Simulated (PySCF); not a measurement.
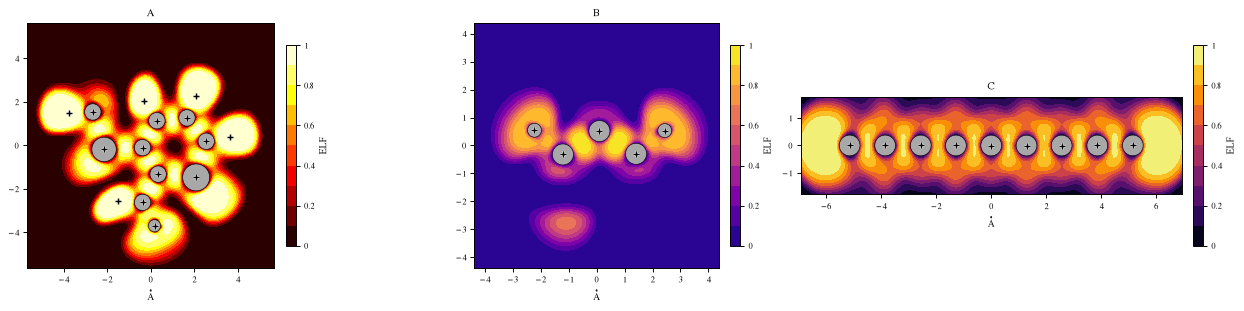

The ELF of 3 systems, each on a plane through atoms (crosses mark nuclei in the plane; grey discs cover the cores).

These are results of CAM-B3LYP/def2-SVPD, SCF density, gas phase in PySCF, not measurements.

System 1: C$_{9}$ (nonacarbon), a plane that holds the molecular axis. Geometry: PBE0-D3(BJ)/def2-SVP.

```xyz
9

C     5.1024   -0.3780   -0.5766
C     3.8240   -0.2624   -0.4344
C     2.5416   -0.1476   -0.2908
C     1.2764   -0.0349   -0.1490
C     0.0062    0.0774   -0.0051
C    -1.2641    0.1894    0.1391
C    -2.5288    0.3023    0.2823
C    -3.8111    0.4169    0.4274
C    -5.0893    0.5322    0.5724
```

System 2: C$_{4}$ClF$_{7}$O (SMILES O=C(Cl)C(F)(F)C(F)(F)C(F)(F)F), the plane of atoms C4, C7 and C10. Geometry: PBE0-D3(BJ)/def2-SVP.

```xyz
13

O     1.3863    1.5064   -1.4909
C     1.5259    0.5490   -0.8167
Cl    2.5276   -0.8172   -1.2393
C     0.8448    0.3978    0.5668
F     0.4492    1.6095    0.9575
F     1.7271   -0.0812    1.4498
C    -0.3850   -0.5474    0.5991
F     0.0081   -1.7777    0.2560
F    -0.8412   -0.5653    1.8537
C    -1.5526   -0.1514   -0.3296
F    -2.0264    1.0403   -0.0135
F    -2.5182   -1.0468   -0.2201
F    -1.1256   -0.1309   -1.5889
```

System 3: C$_{7}$H$_{7}$OPS (SMILES CSc1cccpc1C=O), the plane of atoms C3, C4 and C5. Geometry: PBE0-D3(BJ)/def2-SVP.

```xyz
17

C    -2.6763   -0.9455    0.2626
S    -1.8765    0.6639    0.2149
C    -0.1560    0.2853    0.0275
C     0.2793   -1.0472   -0.0452
C     1.6136   -1.4097   -0.1964
C     2.6640   -0.5011   -0.2925
P     2.4920    1.2163   -0.2400
C     0.7545    1.3635   -0.0487
C     0.2758    2.7646    0.0304
O     0.9932    3.7309   -0.0540
H    -2.5351   -1.5056   -0.6729
H    -2.3497   -1.5460    1.1237
H    -3.7456   -0.7208    0.3782
H    -0.4517   -1.8522    0.0175
H     1.8392   -2.4804   -0.2412
H     3.6792   -0.8940   -0.4100
H    -0.8249    2.8920    0.1792
```

Q: Match each panel to its system.

A: Panel A is system 3, C$_{7}$H$_{7}$OPS: the plane holds C, S, P, O and H. C–O (1.21 Å): the ELF peaks at about 0.85 between the atoms; a multiple bond. Panel B is system 2, C$_{4}$ClF$_{7}$O: the plane holds C and F. C–F (1.34 Å): the ELF peaks at about 0.85 between the atoms (a polar covalent bond). Panel C is system 1, C$_{9}$: the plane holds C. C–C (1.28 Å): the ELF peaks at about 0.90 between the atoms (a short, multiple covalent bond).
